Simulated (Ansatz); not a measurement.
C$_{2}$H$_{6}$F$_{3}$NSi

The calculation's input:

```
crystal:
  periodic: [false, false, false]
  atoms:
    - { symbol: Si, position_ang: [0.0, 0.0, 0.0] }
    - { symbol: "N", position_ang: [0.0, 0.0, 1.82] }
    - { symbol: C, position_ang: [-1.2162, -0.3762, 2.555] }
    - { symbol: H, position_ang: [-1.8642, -0.9999, 1.9045] }
    - { symbol: H, position_ang: [-0.9378, -0.9533, 3.4614] }
    - { symbol: H, position_ang: [-1.7663, 0.5401, 2.8549] }
    - { symbol: C, position_ang: [1.2162, 0.3762, 2.555] }
    - { symbol: H, position_ang: [1.4641, -0.4163, 3.2916] }
    - { symbol: H, position_ang: [2.0585, 0.4943, 1.8418] }
    - { symbol: H, position_ang: [1.0457, 1.3351, 3.0874] }
    - { symbol: F, position_ang: [1.4994, 0.0, -0.5295] }
    - { symbol: F, position_ang: [-0.7489, 1.2974, -0.5295] }
    - { symbol: F, position_ang: [-0.7489, -1.2974, -0.5295] }
basis:
  gaussian: { orbitals: "6-31G*" }
hamiltonian:
  xc: hf
relax:
  f_tol: 0.02
  max_steps: 40
output:
  orbitals: {}
```

Launched as:

```sh
ansatz run input.yaml --threads 4 --pin off --max-ram 5120MiB --backend cpu --events-out ev --progress --plain --runs-dir out
```

The fields are those of the run's last geometry, not of the input's.

The calculation used Ansatz, RHF/6-31G*.

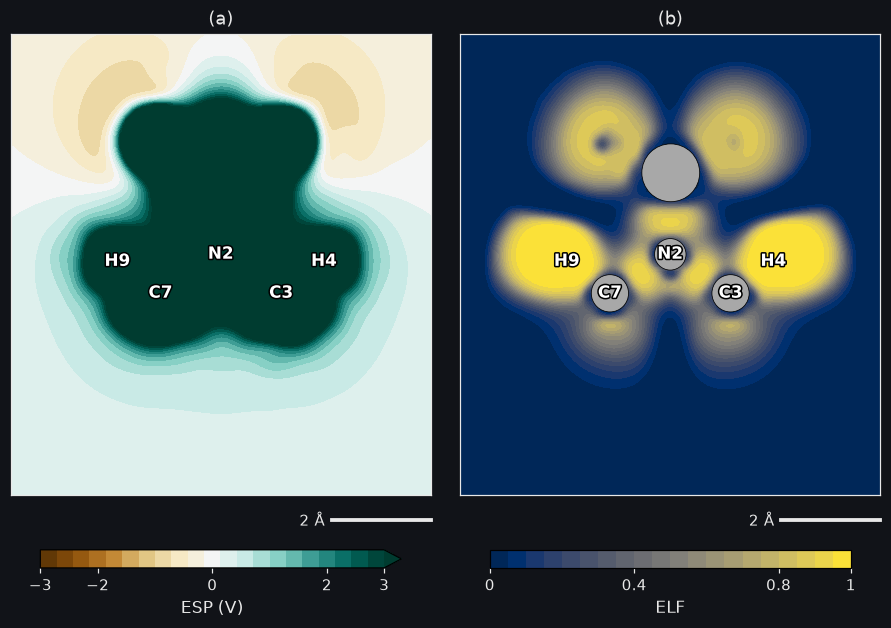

Figure 1. (a) molecular electrostatic potential; (b) electron localisation function on the plane of atoms N2, C7 and H9. Grey discs cover the atomic cores in the ELF map.

### Interpret the plot.

Atoms in the plane: N, C and H. C–N (1.45 Å): the ELF peaks at about 0.95 between the atoms; a shared electron pair. C–H (1.08 Å): the ELF climbs to about 1 towards the hydrogen, as it does in any bond to H (a covalent bond by its length). The ELF also peaks beside F13 and F11, away from the bonds: lone-pair regions. Outside the dense part of the molecule the potential is most negative (−1.0 V) near F11, which lies off the plane.

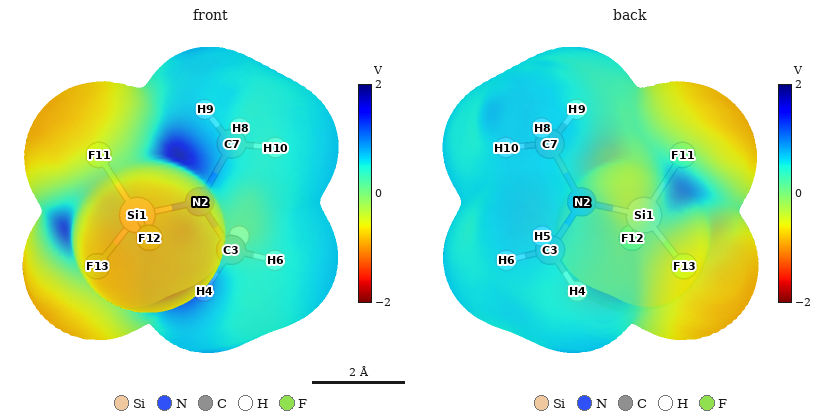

Figure 2. The molecular electrostatic potential painted on the density surface at 0.001 e/bohr³, seen from the front and from behind; the colour scale runs from red (negative) to blue (positive).

### Describe the electrostatic potential map.

The most negative region (about −0.9 V) lies over F12, the most positive (about +1.6 V) over Si1.

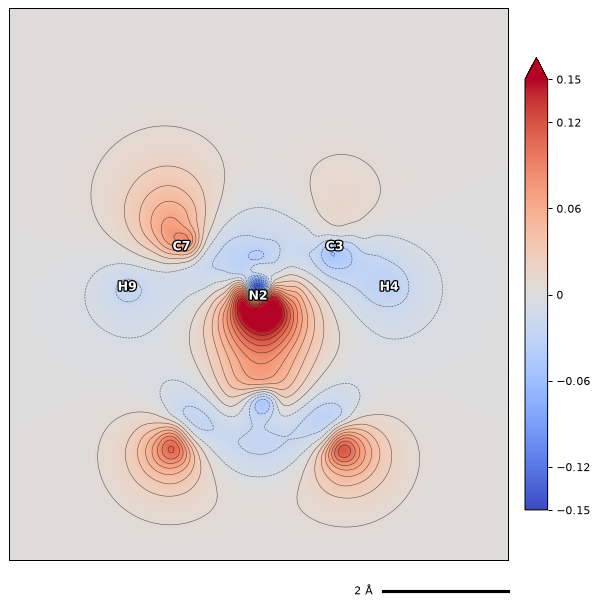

Figure 3. The HOMO on the plane of atoms N2, C3 and H4 (values in Å⁻³ᐟ²; the overall sign is arbitrary).

### Describe this orbital and give its energy.

By Hirshfeld shares it lies mainly on N2 (about 50 %), C3 (about 10 %) and C7 (about 10 %). Its energy is −10.61 eV.
